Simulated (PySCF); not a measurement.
C₃H₁₂N₂OSi

```yaml
atoms:
  - { symbol: C, position_ang: [-2.8115, 0.2818, 0.0463] }
  - { symbol: C, position_ang: [-1.7540, -0.2752, -0.9061] }
  - { symbol: N, position_ang: [-0.7365, -1.0529, -0.2437] }
  - { symbol: Si, position_ang: [0.6091, -0.3706, 0.5885] }
  - { symbol: O, position_ang: [1.4871, -1.5623, 1.2638] }
  - { symbol: N, position_ang: [1.5260, 0.4153, -0.6388] }
  - { symbol: C, position_ang: [2.8200, 0.9966, -0.3722] }
  - { symbol: H, position_ang: [-2.3404, 0.9232, 0.7866] }
  - { symbol: H, position_ang: [-3.3164, -0.5299, 0.5661] }
  - { symbol: H, position_ang: [-3.5527, 0.8567, -0.5036] }
  - { symbol: H, position_ang: [-1.2595, 0.5500, -1.4212] }
  - { symbol: H, position_ang: [-2.2413, -0.9016, -1.6634] }
  - { symbol: H, position_ang: [-1.1452, -1.8544, 0.2146] }
  - { symbol: H, position_ang: [0.3293, 0.4249, 1.7881] }
  - { symbol: H, position_ang: [1.8480, -2.2430, 0.7022] }
  - { symbol: H, position_ang: [1.0270, 0.9342, -1.3439] }
  - { symbol: H, position_ang: [2.7541, 2.0163, 0.0242] }
  - { symbol: H, position_ang: [3.4188, 1.0200, -1.2857] }
  - { symbol: H, position_ang: [3.3281, 0.3803, 0.3659] }
```

Geometry: GFN2-xTB.

The calculation used PySCF, PBE0/pcSseg-1, SCF density, gas phase, non-relativistic.

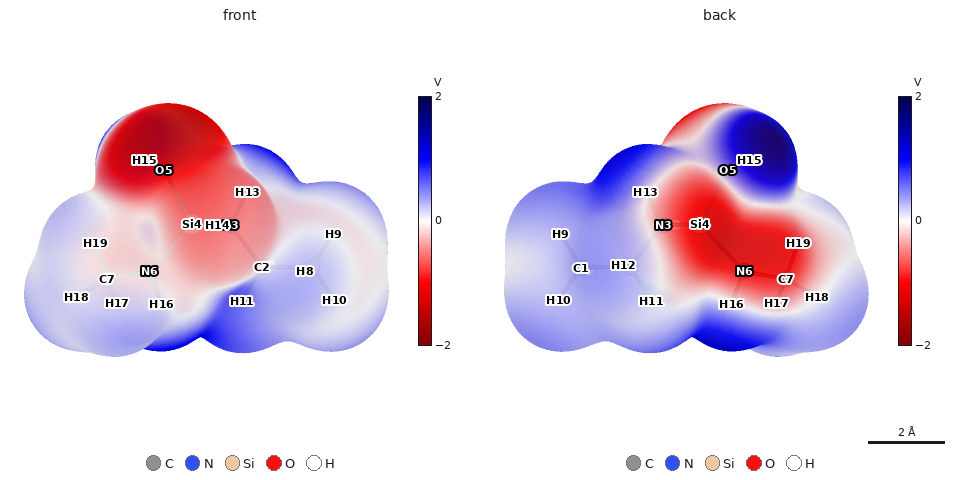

Figure 1. The molecular electrostatic potential painted on the density surface at 0.001 e/bohr³, seen from the front and from behind; red is negative and blue positive.

**Where is the surface potential most negative and most positive?**

The most negative region (about −1.5 V) lies over O5, the most positive (about +1.6 V) over H15. O5 is the likeliest acceptor of a hydrogen bond.

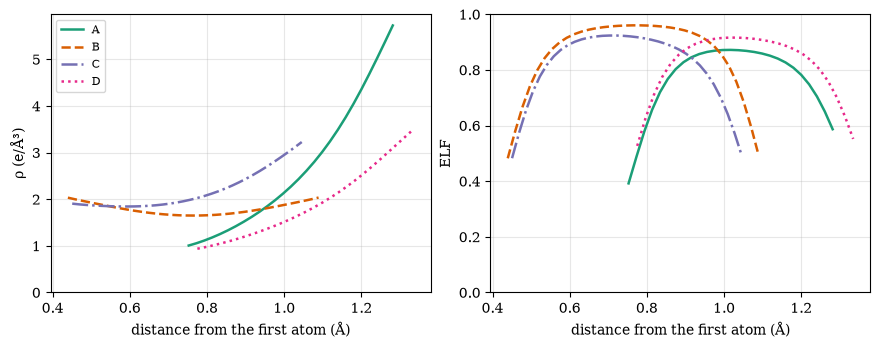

Figure 2. Total electron density and electron localisation function along straight lines between neighbouring atoms. The curves leave out the atomic cores.

**Which curve belongs to which contact (C–C, C–N, Si–N and Si–O)? The first atom named is at distance zero.**

Curve A: Si–O (1.63 Å): the density is about 1.2 e/Å³ at the midpoint; the ELF peaks at about 0.85 between the atoms (a short, strongly polar bond). Curve B: C–C (1.53 Å): the density is about 1.7 e/Å³ at the midpoint; the ELF peaks at about 0.95 between the atoms; localised, covalent bonding. Curve C: C–N (1.44 Å): ρ at the midpoint is about 1.9 e/Å³; the ELF peaks at about 0.90 between the atoms: a covalent bond. Curve D: Si–N (1.72 Å): the density is about 1.1 e/Å³ at the midpoint; the ELF peaks at about 0.90 between the atoms, as expected for a shared but strongly polarised pair.
